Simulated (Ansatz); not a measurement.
# AlN2H (singlet): from a generated start to a stationary point

Aim: relax a generated start of AlN2H (singlet) and see which bonds hold.

Method: RKS PBE0/def2-TZVP; program: Ansatz 0.2.0, Gaussian basis.

### 1 Where the work starts

4 atoms, charge 0, spin multiplicity 1.

Atoms are counted from 1 here; the program's logs count them from 0.

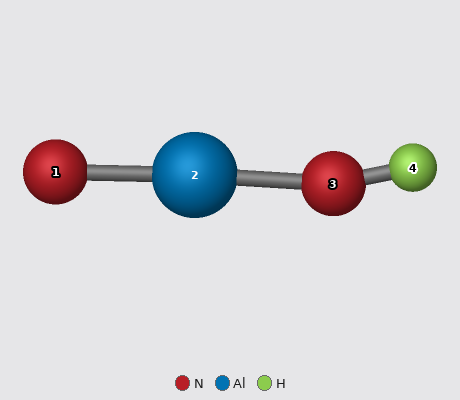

Start geometry, drawn with nitrogen red, aluminium blue, hydrogen green; atoms are numbered from 1 in the order of the file.

The start was built by rule and, where that kept it together, relaxed with GFN2-xTB. Sticks and bond lists go by distance. 

### 2 The run

in.yaml reads:

```yaml
crystal:
  periodic: [false, false, false]
  atoms:
    - {symbol: N, position_ang: [-2.389792, -0.271328, -0.002546]}
    - {symbol: Al, position_ang: [-0.670419, -0.091292, -0.000913]}
    - {symbol: N, position_ang: [1.053481, 0.019732, 0.000549]}
    - {symbol: H, position_ang: [2.006730, 0.342888, 0.002910]}
basis:
  gaussian: {orbitals: def2-TZVP}
hamiltonian: {xc: pbe0}
relax: {f_tol: 0.004, max_steps: 80}
```

Launch:

```bash
> ansatz run in.yaml --threads 1 --pin off --events-out ev --progress --plain --max-ram 2176MiB
```

**Question.** What will these runs give? Wanted: energy gained; shift from the start; total energy; dipole moment.

The runs gave:

```
                  quantity          value
                     steps             13
             energy gained       0.175 eV
shift from the start (rms)        0.187 Å
              total energy  -9581.7010 eV
             dipole moment         1.87 D
```

In words: The bonds of the start are those of the end. N1–Al2 went from 1.729 to 1.782 Å. No vibrations were run, so this is a stationary point, not a proven minimum, and this spin need not be the ground state's.
